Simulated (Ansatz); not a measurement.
# Ligand exchange: AlH(CH3)(SH) + GeH(SH)3 → Al(CH3)(SH)2 + GeH2(SH)2

Species: AlH(CH3)(SH), singlet; GeH(SH)3, singlet; Al(CH3)(SH)2, singlet; GeH2(SH)2, singlet. The partners trade H for SH: Al–H and Ge–SH bonds give way to Al–SH and Ge–H.

Shapes, held fixed at every level: PBE0-D4/def2-TZVP. Flexible molecules stand in one conformer, not always the lowest. Programs: Ansatz 0.2.0. Electronic energies: no zero-point or thermal term.

```csv
level,kind,ΔE (kJ/mol),less CCSD(T)/def2-TZVPP
HF/def2-TZVPP,Hartree–Fock,-64.1,-1.2
r2SCAN-D4/def2-TZVPP,meta-GGA,-64.8,-1.9
B3LYP-D4/def2-TZVPP,global hybrid,-59.4,+3.5
PBE0-D4/def2-TZVPP,global hybrid,-61.9,+1.0
wB97M-V/def2-TZVPP,range-separated hybrid,-62.2,+0.7
MP2/def2-TZVPP,perturbation theory,-61.6,+1.3
CCSD(T)/def2-TZVPP,coupled cluster or CI,-62.9,0.0
```

The highest level, CCSD(T)/def2-TZVPP, gives ΔE = -62.9 kJ/mol; the levels span -64.8 to -59.4. The column of differences is taken from that level and isn't an error. No measured value is set beside it here. Relativity is left out for Ge. Outer-core shells of Ge are correlated in most correlated rows, in sets that cover them unevenly.

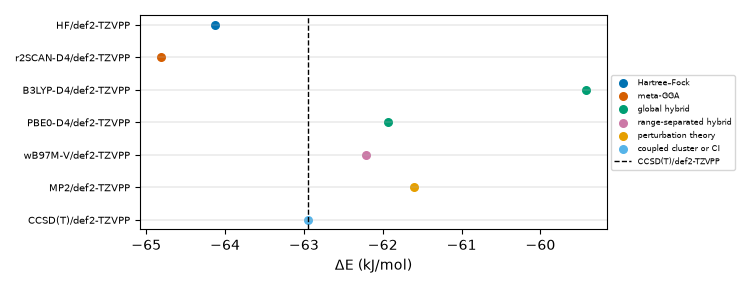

The values of the table, level by level.
